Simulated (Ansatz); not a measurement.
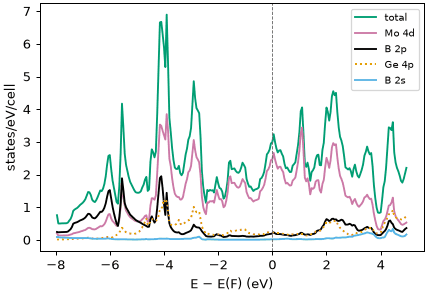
Figure. Total and projected density of states of GeB2Mo2 in space group P-6m2 (No. 187; Mo on 2h, Ge on 1a, B on 1b, B on 1f), plane-wave PAW PBE (Ansatz code)

Which orbitals carry the states next to the Fermi level?

Within 0.5 eV of the Fermi level: Mo 4d 81 %, Ge 4p 8 %, B 2p 7 %. Projections are on Löwdin-orthogonalised atomic valence shells; empty p or d shells of many metals are not among them.

Where is the tallest occupied peak in this window, and what makes it?

Near -3.9 eV, about 6.9 states/eV per cell; the largest projected share is Mo 4d.

The start of the workflow was typed in or built on a structure type; neither database checked (COD, Materials Project) lists it. Its standing as an ambient phase is unchecked. The cell was relaxed with PBE under the symmetry of its start; whether a distortion lowers the energy is not shown. No spin polarisation was allowed. Scalar-relativistic: spin–orbit coupling is off unless named, which matters more the heavier the elements.

Potentials: the earlier of the program's two PAW sets.
